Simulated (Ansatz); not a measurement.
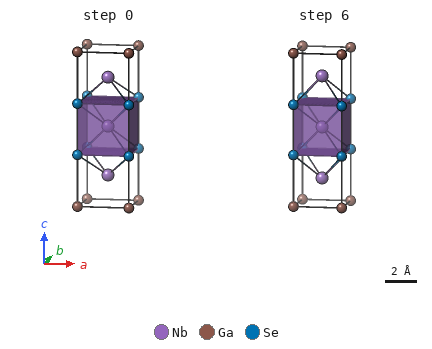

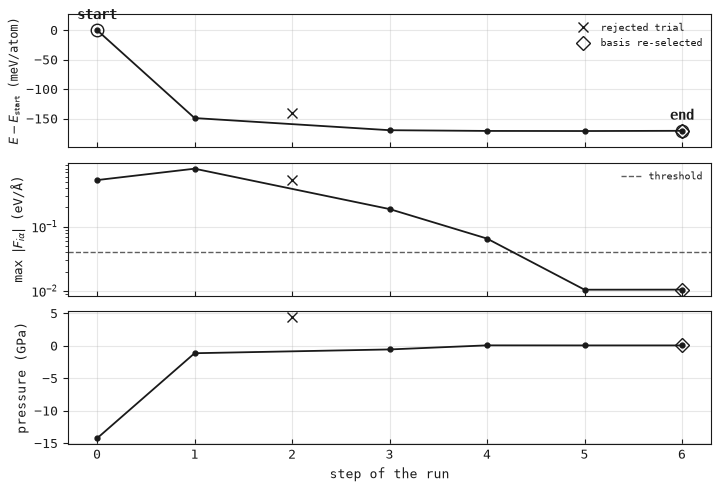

First and last geometry of a relaxation of crystalline Nb₃GaSe₂ (a generated structure, set up in P4/mmm) (coarse preliminary run), with the history of the run. Style: polyhedral. Shown: the cell of the calculation, slightly off an axis.

Level of theory: Ansatz 0.2.0, DFT PBE, scalar-relativistic, plane waves, PAW.

Input file:
```yaml
crystal:
  lattice:
    - [3.38659728, 0.0, 0.0]
    - [0.0, 3.38659728, 0.0]
    - [0.0, 0.0, 10.12493777]
  atoms:
    - { symbol: Nb, position: [0.5, 0.5, 0.183745] }
    - { symbol: Nb, position: [0.5, 0.5, 0.5] }
    - { symbol: Nb, position: [0.5, 0.5, 0.816255] }
    - { symbol: Ga, position: [0.0, 0.0, 0.0] }
    - { symbol: Se, position: [0.0, 0.0, 0.33426499] }
    - { symbol: Se, position: [0.0, 0.0, 0.66573501] }
basis:
  ecutwfc: 420
kpoints:
  mp_grid: { grid: [6, 6, 2] }
hamiltonian:
  xc: pbe
scf:
  occupations: { method: gaussian, width: 0.1 }
  lower_state_search: "off"
output:
  forces: true
  stress: true
  eigenvalues: true
relax:
  adjacent_minimum: "off"
  f_tol: 0.04
  max_steps: 70
  cell: { stress_tol: 0.4 }
```

Launched with:
```bash
ansatz run input.yaml --threads 1 --pin off --max-ram 2560MiB --backend cpu --events-out ev --progress --plain --runs-dir out
```

Q: Read the history and describe the run.

A: It converged. Over 4 accepted moves (6 points after the start) the energy falls by 171 meV per atom. The largest force component goes from 0.53 to 0.01 eV/Å. The pressure goes from −14.23 to 0.07 GPa. The line search rejected the trial step at point 2 of the run. The SCF was repeated once at an unchanged geometry on a basis and grid sized afresh for the cell, which shifted the energy by 0.4 meV per atom at most. The largest moves relative to the cell, 0.17 Å, are those of Nb1 and Nb3. Nb3 goes along +c. By element the largest moves are Nb 0.17 Å, Se 0.02 Å. Ga stays in place. The drawn cell changes as follows: a = b 3.387 → 3.175 Å (−6.3 %), c 10.125 → 10.042 Å (−0.8 %); the volume changes by −12.8 %. Near-neighbour distances that change, for instance: Nb1–Ga4 3.032 → 2.803 Å, Nb1–Nb1 3.387 → 3.175 Å, Nb2–Se5 2.924 → 2.783 Å, Nb1–Nb2 3.202 → 3.342 Å. Among the angles between lasting bonds that change: Se5–Nb1–Se5 115.1° → 105.8°, Se5–Nb1–Se5 73.2° → 68.7°. The space group stays P4/mmm (No. 123). The run took 120 s on 1 thread of AMD EPYC (Zen 3), on a shared host, peak memory 0.48 GiB.

```
step  E − E(0), meV/atom  largest force component, eV/Å  pressure, GPa  volume, Å³/atom                      note
   0                0.00                         0.5310         -14.23           19.354                          
   1             -148.93                         0.7984          -1.14           17.055                          
   2             -139.82                         0.5364           4.40           16.501                  rejected
   3             -169.51                         0.1880          -0.55           16.932                          
   4             -170.74                         0.0653           0.07           16.865                          
   5             -170.90                         0.0105           0.07           16.870                          
   6             -170.54                         0.0105           0.07           16.870  same geometry, new basis
```
